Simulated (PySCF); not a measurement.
C$_{5}$H$_{6}$O$_{3}$Si (SMILES O=C(O)c1coc([SiH3])c1)

```xyz
15

O     2.6575    1.3350   -1.2271
C     2.4011    0.4146   -0.4929
O     3.3602   -0.3623    0.0449
C     1.0581    0.0101   -0.0846
C     0.6992   -1.0258    0.7426
O    -0.6213   -1.0781    0.8764
C    -1.1657   -0.0732    0.1375
Si   -3.0345    0.0939    0.1420
C    -0.1640    0.6243   -0.4734
H     4.2297   -0.0541   -0.2560
H     1.2934   -1.7516    1.2622
H    -3.3607    1.2285   -0.7181
H    -3.6160   -1.1473   -0.3714
H    -3.4792    0.3241    1.5172
H    -0.2623    1.4699   -1.1212
```

Geometry: GFN2-xTB.

The calculation used PBE0/pcSseg-1, SCF density, gas phase, non-relativistic in PySCF.

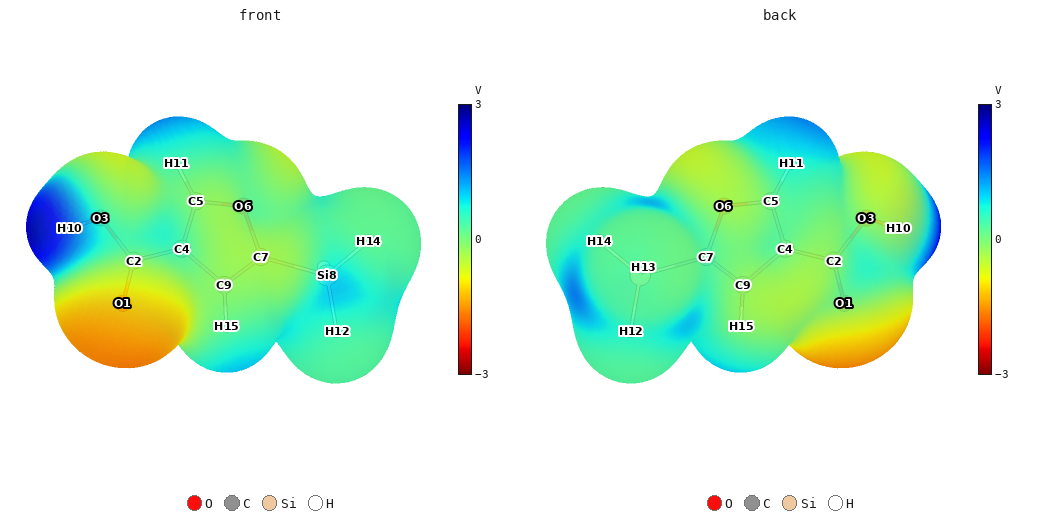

Figure 1. The molecular electrostatic potential painted on the density surface at 0.002 e/bohr³, seen from the front and from behind; red is negative and blue positive.

Q: Which sites attract a positive test charge, and which a negative one?

A: A positive charge is drawn to the negative regions and a negative charge to the positive ones. The most negative region (about −1.6 V, or −37 kcal/mol for a unit charge) lies over O1, the most positive (about +2.6 V, or +60 kcal/mol for a unit charge) over H10. O1 is the likeliest acceptor of a hydrogen bond.

Q: How polar is the molecule by this calculation?

A: Its dipole moment is 1.54 D.

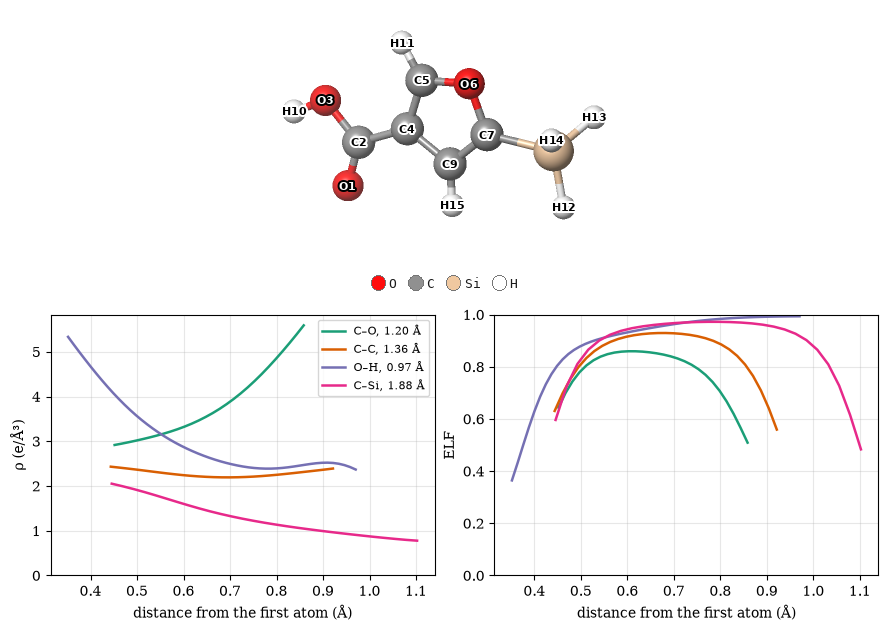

Figure 2. Electron density and electron localisation function along straight lines between neighbouring atoms. The curves leave out the atomic cores. The structure is drawn too.

Q: What can be read from the curves?

A: C–O (1.20 Å): ρ at the midpoint is about 3.3 e/Å³; the ELF peaks at about 0.85 between the atoms (a short, multiple covalent bond).
C–C (1.36 Å): ρ is about 2.2 e/Å³ halfway; the ELF peaks at about 0.95 between the atoms (localised, covalent bonding).
O–H (0.97 Å): ρ is about 3.7 e/Å³ halfway; the ELF climbs to about 1 towards the hydrogen, as it does in any bond to H: an ordinary covalent bond to hydrogen.
C–Si (1.88 Å): ρ is about 0.95 e/Å³ halfway; the ELF peaks at about 1 between the atoms, as expected for localised, covalent bonding.
